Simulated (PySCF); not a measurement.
Species, as SMILES: [AlH] (AlH) (closed-shell singlet).
Geometry (B3LYP-D3(BJ)/def2-TZVP, fixed):
```xyz
2

Al     0.0000     0.0000    -0.1187
H      0.0000     0.0000     1.5432
```

Basis-set convergence of the lowest singlet excitation energy at PBE with PySCF. Tamm-Dancoff approximation; the state is taken by its order, and sets in which it differs in degeneracy or brightness are left out, yet its character can still change. All functions are spherical. Density fitting with generated auxiliary sets. No added dispersion term, no relativity. Reference: the value in aug-pcseg-3, 2.872 eV, itself unsure by roughly 0.004 eV (its mean distance from aug-cc-pV(Q+d)Z, aug-pcseg-2, aug-cc-pV(T+d)Z). Deviations are taken from unrounded values. Cost is core time over that of pcseg-2, rough, on shared machines of one kind; a dash marks a row that isn't timed (too short, read off another run, short of memory, by another algorithm or on other hardware).

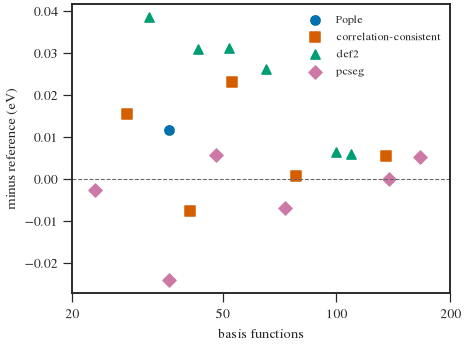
Fig. 1. Deviation from the reference against the number of basis functions, by family of sets.

| basis | functions | lowest singlet excitation energy (eV) | minus reference (eV) | cost |
|---|---|---|---|---|
| pcseg-1 | 23 | 2.870 | -0.003 | - |
| cc-pV(D+d)Z | 28 | 2.888 | 0.015 | - |
| def2-SVPD | 32 | 2.911 | 0.038 | 0.5× |
| 6-311+G** | 36 | 2.884 | 0.012 | 0.5× |
| aug-pcseg-1 | 36 | 2.848 | -0.024 | 0.6× |
| aug-cc-pV(D+d)Z | 41 | 2.865 | -0.008 | 0.6× |
| def2-TZVP | 43 | 2.903 | 0.031 | 0.7× |
| pcseg-2 | 48 | 2.878 | 0.006 | 1× |
| def2-TZVPD | 52 | 2.904 | 0.031 | 1× |
| cc-pV(T+d)Z | 53 | 2.895 | 0.023 | 0.8× |
| def2-TZVPPD | 65 | 2.899 | 0.026 | 2× |
| aug-pcseg-2 | 73 | 2.865 | -0.007 | 1× |
| aug-cc-pV(T+d)Z | 78 | 2.873 | 0.001 | 1× |
| def2-QZVPP | 100 | 2.879 | 0.006 | 3× |
| def2-QZVPPD | 109 | 2.878 | 0.006 | 3× |
| aug-cc-pV(Q+d)Z | 135 | 2.878 | 0.005 | 4× |
| aug-pcseg-3 | 138 | 2.872 | 0.000 | 4× |
| pcseg-4 | 166 | 2.878 | 0.005 | 7× |
